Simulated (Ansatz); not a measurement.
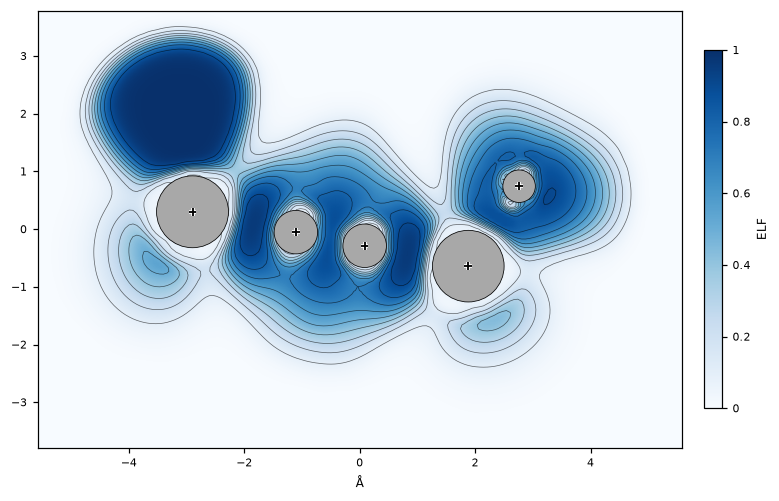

The electron localisation function on a plane through atoms (crosses mark nuclei in the plane; grey discs cover the cores).

These are results of Ansatz 0.2.0, RKS PBE0-D4/def2-TZVPP, not measurements.

Candidates:
A. C$_{2}$H$_{2}$ClFGaN
B. C$_{2}$H$_{6}$OSi$_{2}$ (SMILES O[SiH2]C#C[SiH3])
C. C$_{3}$H$_{8}$BN (SMILES BNCC=C)

Which system is this?

Answer. Candidate B: C$_{2}$H$_{6}$OSi$_{2}$ on the plane of atoms O1, Si2 and C3, which holds O, Si and C. C–C (1.21 Å): the ELF peaks at about 0.85 between the atoms: a short, multiple covalent bond. Si–O (1.64 Å): the ELF peaks at about 0.90 between the atoms, as expected for a shared but strongly polarised pair.
